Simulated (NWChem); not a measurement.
# CH7GaN2 (SMILES [CH3][Ga]([NH2])[NH2]) at 3 levels

Wanted: a comparison of 3 runs (HF/def2-SVP, PBE0/def2-SVP, CCSD(T)/STO-3G) of CH7GaN2. 

The results are computed with NWChem 7.3.0.

### 1 The structure to begin with

CH7GaN2 has 11 atoms, charge 0, and is taken as a singlet. SMILES: `[CH3][Ga]([NH2])[NH2]`. Geometry: relaxed at PBE0-D4/def2-TZVP.

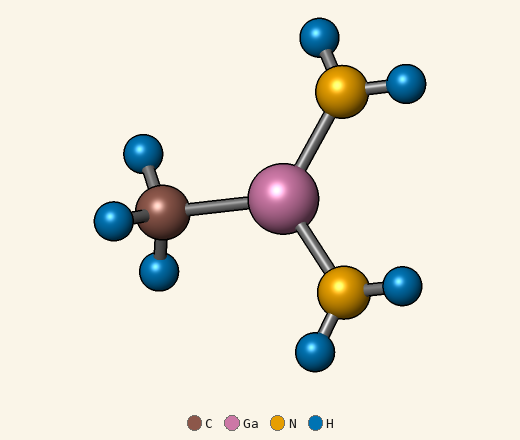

The structure, seen from a chosen angle (carbon brown, gallium pink, nitrogen amber, hydrogen blue).

### 2 Energy and gradient at HF/def2-SVP (run 1)

Input file calc.nw:

```
start calc
title "CH7GaN2 hf"
memory 2200 mb
geometry noautosym nocenter noautoz
   C     -0.606400     1.659100     0.052900
   Ga     0.065300    -0.178100    -0.007400
   N      0.086400    -1.247700     1.468900
   N      0.708400    -0.928200    -1.538500
   H     -0.742600     2.064800    -0.950500
   H      0.094000     2.304200     0.588200
   H     -1.563600     1.702100     0.576200
   H      0.531900    -2.148500     1.500100
   H     -0.110200    -0.903600     2.392600
   H      0.628000    -0.487200    -2.438000
   H      0.974100    -1.894000    -1.623900
end
basis "ao basis" spherical bse
   * library def2-SVP
end
scf
   nopen 0
   rhf
   thresh 1e-08
   maxiter 80
   print medium
end
task scf gradient
```

Started as:

```
$ nwchem calc.nw > calc.out
```

The program printed:

```text
[...]
  functions       =   109
[...]
  wavefunction    = RHF
[...]
         Total SCF energy =  -2073.773605670271
      One-electron energy =  -3455.806861244344
      Two-electron energy =   1098.268313795792
 Nuclear repulsion energy =    283.764941778280
        Time for solution =     31.3s
[...]
                         RHF ENERGY GRADIENTS
    atom               coordinates                        gradient
                 x          y          z           x          y          z
   1 C      -1.145930   3.135244   0.099967    0.001831  -0.004538  -0.000033
   2 Ga      0.123399  -0.336560  -0.013984   -0.002244   0.006043   0.000261
   3 N       0.163272  -2.357811   2.775819   -0.001849   0.001424  -0.004702
   4 N       1.338682  -1.754044  -2.907343    0.000295   0.001949   0.004667
   5 H      -1.403311   3.901906  -1.796185    0.000395  -0.001104  -0.000011
   6 H       0.177634   4.354307   1.111537    0.000210  -0.000963  -0.000088
   7 H      -2.954776   3.216503   1.088860    0.000436  -0.001054  -0.000072
   8 H       1.005145  -4.060076   2.834778    0.002688  -0.004036  -0.001437
   9 H      -0.208248  -1.707556   4.521358   -0.000994   0.003577   0.003423
  10 H       1.186748  -0.920675  -4.607152   -0.001491   0.003565  -0.003194
  11 H       1.840782  -3.579141  -3.068726    0.000724  -0.004863   0.001186
[...]
```

It took 40 s on 1 thread of Intel Xeon Platinum 8375C at 2.90GHz (Ice Lake), shared host; peak memory 0.099 GiB.

### 3 Energy and forces at PBE0/def2-SVP (run 2)

Input file run.py:

```python
from ase import Atoms
from ase.calculators.nwchem import NWChem

atoms = Atoms(['C', 'Ga', 'N', 'N', 'H', 'H', 'H', 'H', 'H', 'H', 'H'], positions=[
    [-0.606400, 1.659100, 0.052900],
    [0.065300, -0.178100, -0.007400],
    [0.086400, -1.247700, 1.468900],
    [0.708400, -0.928200, -1.538500],
    [-0.742600, 2.064800, -0.950500],
    [0.094000, 2.304200, 0.588200],
    [-1.563600, 1.702100, 0.576200],
    [0.531900, -2.148500, 1.500100],
    [-0.110200, -0.903600, 2.392600],
    [0.628000, -0.487200, -2.438000],
    [0.974100, -1.894000, -1.623900],
])

calc = NWChem(
    label='work',
    theory='dft',
    memory='2200 mb',
    basis='def2-SVP',
    basispar='spherical bse',
    dft={'xc': 'pbe0', 'mult': '1', 'grid': 'fine', 'convergence': 'energy 1e-08', 'iterations': '100', 'mulliken': None},
)
atoms.calc = calc

forces = atoms.get_forces()
e = atoms.get_potential_energy()
print(f"E = {e:.6f} eV")
print("forces (eV/A):")
for s, f in zip(atoms.symbols, forces):
    print(f"{s:2s} {f[0]:10.5f} {f[1]:10.5f} {f[2]:10.5f}")
print("dipole (e A):", atoms.get_dipole_moment().round(4))
```

Started as:

```
$ export ASE_NWCHEM_COMMAND="nwchem PREFIX.nwi > PREFIX.nwo"
$ python run.py
```

The program printed:

```text
E = -56488.905307 eV
forces (eV/A):
C     0.09503   -0.26529   -0.01116
Ga    0.03548   -0.08274   -0.00046
N    -0.06150    0.21628   -0.34741
N    -0.09672    0.18445    0.36181
H    -0.04175    0.11930   -0.28004
H     0.19432    0.17720    0.14599
H    -0.26709    0.01615    0.14270
H     0.13205   -0.28735    0.02134
H    -0.06664    0.09241    0.29671
H    -0.01599    0.13113   -0.29131
H     0.09287   -0.30159   -0.03816
dipole (e A): [ 0.0357 -0.0616  0.002 ]
```

The calculator wrote work.nwi:

```
title "work"

permanent_dir work

scratch_dir work

start work

geometry units angstrom nocenter noautosym noautoz
  C  -6.0640000000000005e-01 1.6591000000000000e+00 5.2900000000000003e-02
  Ga 6.5299999999999997e-02 -1.7810000000000001e-01 -7.4000000000000003e-03
  N  8.6400000000000005e-02 -1.2477000000000000e+00 1.4689000000000001e+00
  N  7.0840000000000003e-01 -9.2820000000000003e-01 -1.5385000000000000e+00
  H  -7.4260000000000004e-01 2.0648000000000000e+00 -9.5050000000000001e-01
  H  9.4000000000000000e-02 2.3041999999999998e+00 5.8819999999999995e-01
  H  -1.5636000000000001e+00 1.7020999999999999e+00 5.7620000000000005e-01
  H  5.3190000000000004e-01 -2.1484999999999999e+00 1.5001000000000000e+00
  H  -1.1020000000000001e-01 -9.0359999999999996e-01 2.3925999999999998e+00
  H  6.2800000000000000e-01 -4.8720000000000002e-01 -2.4380000000000002e+00
  H  9.7409999999999997e-01 -1.8939999999999999e+00 -1.6238999999999999e+00
end

memory 2200 mb

basis spherical bse noprint
   * library def2-SVP
end

dft
  xc pbe0
  mult 1
  grid fine
  convergence energy 1e-08
  iterations 100
  mulliken
end

task dft gradient
```

work.nwo:

```text
Northwest Computational Chemistry Package (NWChem) 7.3.0
             --------------------------------------------------------

           Job information
           ---------------

    nwchem branch   = 7.3.0
    use scalapack   = T
    input           = work.nwi
    prefix          = work.
    data base       = work/work.db
    status          = startup
    nproc           =        1

           Memory information
           ------------------

    heap     =     72089600 doubles =      550.0 Mbytes
    stack    =     72089597 doubles =      550.0 Mbytes
    global   =    144179200 doubles =     1100.0 Mbytes (distinct from heap & stack)
    total    =    288358397 doubles =     2200.0 Mbytes
    verify   = yes
    hardfail = no

[... 110 lines left out ...]
  convergence criterion.
[... 40 lines left out ...]
          Spatial weights used:  Erf1
[... 74 lines left out ...]
         Total DFT energy =    -2075.928997391822
[... 3 lines left out ...]
 Nuclear repulsion energy =      283.764941778280
[... 836 lines left out ...]
          Convergence on gradient requested:  5.00D-04
[... 27 lines left out ...]
          total energy or number of iterations.
[... 26 lines left out ...]
                         DFT ENERGY GRADIENTS

    atom               coordinates                        gradient
                 x          y          z           x          y          z
   1 C      -1.145930   3.135244   0.099967   -0.001848   0.005159   0.000217
   2 Ga      0.123399  -0.336560  -0.013984   -0.000690   0.001609   0.000009
   3 N       0.163272  -2.357811   2.775819    0.001196  -0.004206   0.006756
[... 7 lines of this table left out ...]
  11 H       1.840782  -3.579141  -3.068726   -0.001806   0.005865   0.000742

                 ----------------------------------------
                 |  Time  |  1-e(secs)   |  2-e(secs)   |
                 ----------------------------------------
                 |  CPU   |       0.01   |       6.64   |
                 ----------------------------------------
                 |  WALL  |       0.01   |       6.64   |
                 ----------------------------------------

 Task  times  cpu:       45.7s     wall:       45.7s
 Total times  cpu:       45.7s     wall:       45.7s
```

Wall time 47 s (1 thread of Intel Xeon Platinum 8375C at 2.90GHz (Ice Lake), shared host); peak memory 0.13 GiB.

### 4 A single-point energy at CCSD(T)/STO-3G (run 3)

Input file ch7gan2.nw:

```
start ch7gan2
memory stack 880 mb heap 220 mb global 1100 mb

geometry noautosym nocenter noautoz
  C     -0.606400     1.659100     0.052900
  Ga     0.065300    -0.178100    -0.007400
  N      0.086400    -1.247700     1.468900
  N      0.708400    -0.928200    -1.538500
  H     -0.742600     2.064800    -0.950500
  H      0.094000     2.304200     0.588200
  H     -1.563600     1.702100     0.576200
  H      0.531900    -2.148500     1.500100
  H     -0.110200    -0.903600     2.392600
  H      0.628000    -0.487200    -2.438000
  H      0.974100    -1.894000    -1.623900
end

basis spherical bse
  * library STO-3G
end

scf
  thresh 1e-08
  maxiter 80
end

ccsd
  freeze core 12
  maxiter 60
end

task ccsd(t) energy
```

Started as:

```
$ nwchem ch7gan2.nw > ch7gan2.out
```

The program printed:

```text
[...]
  functions       =    40
[...]
  wavefunction    = RHF
[...]
         Total SCF energy =  -2049.895406769932
      One-electron energy =  -3438.960545555121
      Two-electron energy =   1105.300197006909
 Nuclear repulsion energy =    283.764941778280
        Time for solution =      6.9s
[...]
 Total MP2 energy:          -2050.094798731733135
[...]
             energy      energy      error      ampl     ampl      Block
                                                time     time      time
[...]
 Total CCSD energy:          -2050.148869808620020
[...]
 Total CCSD+T(CCSD) energy:          -2050.166728115290425
[...]
 Total CCSD(T) energy:               -2050.163548421984615
[...]
```

Wall time 35 s (1 thread of Intel Xeon Platinum 8375C at 2.90GHz (Ice Lake), shared host); peak memory 0.12 GiB.

### 5 Overview of the runs

| run | level | iteration cap | module | energy (Eh) | dipole moment (D) | HOMO energy (eV) | LUMO energy (eV) | wall time |
| --- | --- | --- | --- | --- | --- | --- | --- | --- |
| 1 | HF/def2-SVP | 80 | scf | -2073.773606 | 0.21 | -9.90 | 3.60 | 40 s |
| 2 | PBE0/def2-SVP | 100 | dft | -2075.928997 | 0.34 | -6.28 | 0.87 | 47 s |
| 3 | CCSD(T)/STO-3G | 80 | ccsd(t) | -2050.163548 | – | -7.01 | 7.30 | 35 s |

### 6 What came out

| quantity | value |
| --- | --- |
| run 3: total energy | -2050.16355 Eh |
| run 3: HOMO energy (Hartree–Fock orbitals) | -7.01 eV |
| run 3: LUMO energy (Hartree–Fock orbitals) | 7.30 eV |
| run 3: HOMO–LUMO gap (Hartree–Fock orbitals) | 14.31 eV |
| run 3: correlation energy (12 core orbitals frozen) | -268.1 mEh |
| run 3: (T) correction | -14.68 mEh |

In run 3 the basis is minimal, so the values are rough. All runs together took 2 min, the longest 47 s.
